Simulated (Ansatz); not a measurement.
## Fields on a plane of HgSe (zinc blende)

```xyz
2
Lattice="0.0000 3.1300 3.1300 3.1300 0.0000 3.1300 3.1300 3.1300 0.0000" Properties=species:S:1:pos:R:3 pbc="T T T"
Se     4.6950     4.6950     4.6950
Hg     0.0000     0.0000     0.0000
```

The slice is a {100} plane (indices of the conventional cell) through the point (0.750, 0.750, 0.750) (fractional), spanned by u = [100] and v = [0 1 -1] in vectors of this cell: u (4.43 Å) and v (4.43 Å, at 90° to u). It covers one period; positions are fractions (u, v).

Atoms on it: Se at (0.00, 0.00).

Computed with PBE (plane waves to 420 eV, PAW, scalar-relativistic; Ansatz, an electronic-structure program). k mesh 13×13×13. These are valence fields of a PAW run, semicore shells included where kept as valence: close to a nucleus they are smooth pseudo fields. At this level the bands of HgSe touch or barely overlap. HgSe was relaxed with its symmetry unable to fall. Spin-orbit coupling is left out, though Hg is heavy. The relaxed volume of HgSe is well above the measured one; the method has no dispersion term.

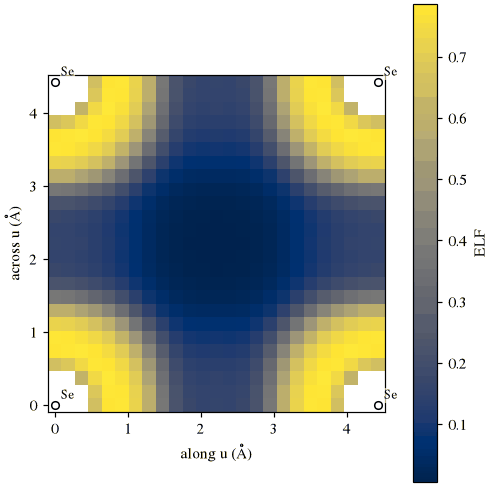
Figure: Electron localisation function (ELF), one period of the plane, atoms marked. Points within 0.5 Å of a nucleus are left white, as the pseudised field means little there.

```
|@@@@%%##++++==------::::::::::------==++++##%%@@|
|%%%%##**++====------::::::::::------====++**##%%|
|####**++++====----::::::::::::::----====++++**##|
|++++++++====----::::::::::::::::::----====++++++|
|++++======----::::::::......::::::::----======++|
|========----::::::..............::::::----======|
|==--------::::::..................::::::--------|
|--------::::::......          ......::::::------|
|------::::::......              ......::::::----|
|::::::::::::....                  ....::::::::::|
|::::::::::......                  ......::::::::|
|::::::::::......                  ......::::::::|
|::::::::::......                  ......::::::::|
|::::::::::::....                  ....::::::::::|
|------::::::......              ......::::::----|
|--------::::::......          ......::::::------|
|==--------::::::..................::::::--------|
|========----::::::..............::::::----======|
|++++======----::::::::......::::::::----======++|
|++++++++====----::::::::::::::::::----====++++++|
|####**++++====----::::::::::::::----====++++**##|
|%%%%##**++====------::::::::::------====++**##%%|
|@@@@%%##++++==------::::::::::------==++++##%%@@|
|@@@@%%##++++====----::::::::::----====++++##%%@@|
```
Scale: ten equal steps from -2.13 (start of ' ') to 1.65 (end of '@'), in the order ' .:-=+*#%@'. Values: log₁₀ of the valence density in e/Å³. The map has 24 points along u (two characters each, u = 0 at the left) and 24 along v (v = 0 in the bottom row). The scale is logarithmic, as a density can span decades between atoms and voids.
